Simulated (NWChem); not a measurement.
**UM06-2X/LANL2DZ (density fitting with weigend coulomb fitting, core potential) run of C6H2I2OS (SMILES O=C1C(I)=CC(=S)C=C1I)**

What is the energy change on altering one bond length of C6H2I2OS at UM06-2X/LANL2DZ (density fitting with weigend coulomb fitting, core potential)? 

The results are computed with NWChem 7.3.0.

1 further run of the same task is left out (set aside as unsound or not needed).

### 1 The structure to begin with

C6H2I2OS: 12 atoms, total charge 0, spin state singlet. SMILES: `O=C1C(I)=CC(=S)C=C1I`. The coordinates come from a GFN2-xTB relaxation.

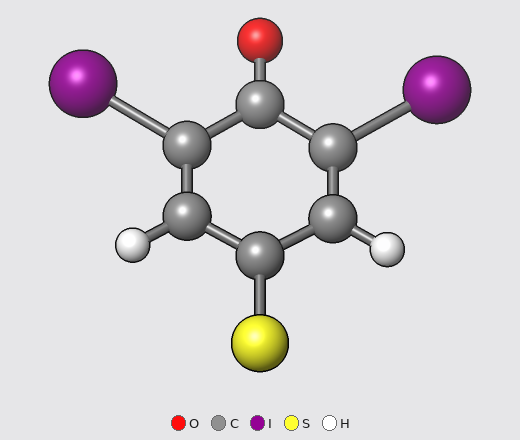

The structure, seen from a chosen angle (oxygen red, carbon grey, iodine purple, sulfur yellow, hydrogen white).

### 2 Energy and one-electron properties at UM06-2X/LANL2DZ (density fitting with weigend coulomb fitting, core potential)

c6h2i2os.nw

```
start c6h2i2os
memory total 2900 mb

geometry units bohr noautosym nocenter noautoz
  O    0.00000000   4.93955512   0.00000000
  C    0.00000000   2.65319438   0.00000000
  C    2.33141181   1.14224496   0.00000000
  I    5.65094252   3.28784000   0.00000000
  C    2.32812369  -1.40255473   0.00000000
  C    0.00000000  -2.78201701   0.00000000
  S    0.00000000  -5.91573094   0.00000000
  C   -2.32812369  -1.40255473   0.00000000
  C   -2.33141181   1.14224496   0.00000000
  I   -5.65094252   3.28784000   0.00000000
  H    4.06481979  -2.47501210   0.00000000
  H   -4.06481979  -2.47501210   0.00000000
end

basis spherical bse
  * library LANL2DZ
end

ecp bse
  I library LANL2DZ
  S library LANL2DZ
end

basis "cd basis" spherical
  * library "weigend coulomb fitting"
end

dft
  xc m06-2x
  odft
  grid fine
  iterations 150
  mulliken
end

property
  esp
  efieldgrad
  moldenfile
  molden_norm janpa
end

task dft property
```

On the command line:

```bash
$ nwchem c6h2i2os.nw > c6h2i2os.out
```

The log of the run:

```text
[...]
          Wavefunction type:  spin polarized.
          No. of atoms     :    12
          No. of electrons :    66
[...]
          Charge           :     0
          Spin multiplicity:     1
[...]
          AO basis - number of functions:    91
[...]
              XC Information
              --------------
                       M06-2X Method XC Functional
                     Hartree-Fock (Exact) Exchange  0.540
                        M06-2X Exchange Functional  1.000
                      M06-2X Correlation Potential  1.000
[...]
 d= 0,ls=0.0,diis     1   -337.2901320385 -7.28D+02  3.12D-02  4.43D-01    10.8
[...]
 d= 0,ls=0.0,diis    10   -337.5711025617 -5.49D-08  4.20D-06  3.76D-08    86.1
[...]
         Total DFT energy =     -337.571102561745
      One electron energy =    -1239.348547273505
           Coulomb energy =      559.317177100450
    Exchange-Corr. energy =      -48.226260526626
 Nuclear repulsion energy =      390.686528137936
[...]
      Total Density - Mulliken Population Analysis
     ---------------------------------------------
    Atom       Charge   Shell Charges
 -----------   ------   -------------------------------------------------------
    1 O    8     8.18   2.00  0.96  0.85  3.37  0.98
    2 C    6     5.48   2.00  0.77  0.29  2.50 -0.09
    3 C    6     6.54   2.00  0.73  0.73  2.53  0.56
    4 I    7     6.73   0.73  1.24  2.73  2.02
    5 C    6     6.06   2.00  0.74  0.50  2.61  0.21
    6 C    6     6.46   2.00  0.75  0.65  2.58  0.48
    7 S    6     5.82   1.03  0.87  2.21  1.71
    8 C    6     6.06   2.00  0.74  0.50  2.61  0.21
    9 C    6     6.54   2.00  0.73  0.73  2.53  0.56
   10 I    7     6.73   0.73  1.24  2.73  2.02
[...]
      <S2> =     -0.0000 (Exact =     0.0000)
[...]
```

Wall time 87 s (1 thread of Intel Xeon Platinum 8259CL at 2.50GHz (Skylake/Cascade Lake), shared host); peak memory 0.15 GiB.

Atomic charges (e):

| atom | Mulliken | Löwdin |
| --- | --- | --- |
| O1 | -0.180 | -0.210 |
| C2 | +0.520 | +0.100 |
| C3 | -0.540 | -0.340 |
| I4 | +0.270 | +0.380 |
| C5 | -0.060 | -0.140 |
| C6 | -0.460 | -0.280 |
| S7 | +0.180 | +0.250 |
| C8 | -0.060 | -0.140 |
| C9 | -0.540 | -0.340 |
| I10 | +0.270 | +0.380 |
| H11 | +0.300 | +0.170 |
| H12 | +0.300 | +0.170 |

### 3 The distorted shape

calc.nw

```
start calc
title "C6H2I2OS"
memory 2900 mb

geometry noautosym nocenter noautoz
O    -0.175662    2.500360    0.000000
C    -0.175662    1.290470    0.000000
C     1.058068    0.490910    0.000000
I     2.990350    1.739850    0.000000
C     1.056328   -0.855740    0.000000
C    -0.175662   -1.585720    0.000000
S    -0.175662   -3.244010    0.000000
C    -1.407652   -0.855740    0.000000
C    -1.409392    0.490910    0.000000
I    -3.166012    1.626310    0.000000
H     1.975348   -1.423260    0.000000
H    -2.326672   -1.423260    0.000000
end

basis spherical bse
O library LANL2DZ
C library LANL2DZ
I library LANL2DZ
S library LANL2DZ
H library LANL2DZ
end

ecp bse
I library LANL2DZ
S library LANL2DZ
end

basis "cd basis" spherical
O library "weigend coulomb fitting"
C library "weigend coulomb fitting"
I library "weigend coulomb fitting"
S library "weigend coulomb fitting"
H library "weigend coulomb fitting"
end

dft
xc m06-2x
mult 1
odft
grid fine
maxiter 150
mulliken
print low
end

property
esp
efieldgrad
moldenfile
molden_norm janpa
end

task dft property
```

On the command line:

```bash
$ nwchem calc.nw > calc.out
```

The log of the run:

```text
[...]
 d= 0,ls=0.0,diis     1   -337.2599402249 -7.25D+02  3.13D-02  4.69D-01    10.7
[...]
 d= 0,ls=0.0,diis    10   -337.5623449029 -9.23D-08  5.02D-06  5.25D-08    86.1
[...]
         Total DFT energy =     -337.562344902851
      One electron energy =    -1232.933953054757
           Coulomb energy =      556.061857706093
    Exchange-Corr. energy =      -48.166466500643
 Nuclear repulsion energy =      387.476216946456
[...]
      Total Density - Mulliken Population Analysis
     ---------------------------------------------
    Atom       Charge   Shell Charges
 -----------   ------   -------------------------------------------------------
    1 O    8     8.17   2.00  0.97  0.85  3.37  0.98
    2 C    6     5.53   2.00  0.77  0.30  2.51 -0.06
    3 C    6     6.41   2.00  0.73  0.68  2.45  0.55
    4 I    7     6.79   0.73  1.24  2.69  2.13
    5 C    6     6.09   2.00  0.74  0.51  2.61  0.23
    6 C    6     6.46   2.00  0.75  0.65  2.58  0.48
    7 S    6     5.82   1.03  0.87  2.21  1.70
    8 C    6     6.06   2.00  0.74  0.50  2.61  0.21
    9 C    6     6.55   2.00  0.73  0.73  2.53  0.56
   10 I    7     6.72   0.73  1.25  2.73  2.02
[...]
      <S2> =     -0.0000 (Exact =     0.0000)
[...]
```

It took 87 s on 1 thread of Intel Xeon Platinum 8259CL at 2.50GHz (Skylake/Cascade Lake), shared host; peak memory 0.15 GiB.

Atomic charges (e):

| atom | Mulliken | Löwdin |
| --- | --- | --- |
| O1 | -0.170 | -0.200 |
| C2 | +0.470 | +0.100 |
| C3 | -0.410 | -0.250 |
| I4 | +0.210 | +0.260 |
| C5 | -0.090 | -0.140 |
| C6 | -0.460 | -0.280 |
| S7 | +0.180 | +0.250 |
| C8 | -0.060 | -0.150 |
| C9 | -0.550 | -0.340 |
| I10 | +0.280 | +0.380 |
| H11 | +0.300 | +0.180 |
| H12 | +0.300 | +0.170 |

### 4 What came out

At UM06-2X/LANL2DZ (density fitting with weigend coulomb fitting, core potential):

| quantity | value |
| --- | --- |
| first shape: total energy | -337.57110 Eh |
| first shape: dipole moment | 1.52 D |
| first shape: HOMO energy | -8.49 eV |
| first shape: LUMO energy | -3.88 eV |
| first shape: HOMO–LUMO gap | 4.61 eV |
| distorted shape: total energy | -337.56234 Eh |
| energy change with the C3–I4 bond stretched from 2.092 to 2.301 Å | 0.238 eV |

With the C3–I4 bond stretched from 2.092 to 2.301 Å the energy rises by 0.24 eV (5.5 kcal/mol). The first shape isn't relaxed at this level, so the change isn't measured from a minimum. Mulliken charges (first shape) run from -0.54 on C3 to +0.52 on C2. Mulliken charges (distorted shape) run from -0.55 on C9 to +0.47 on C2; they depend strongly on the basis.
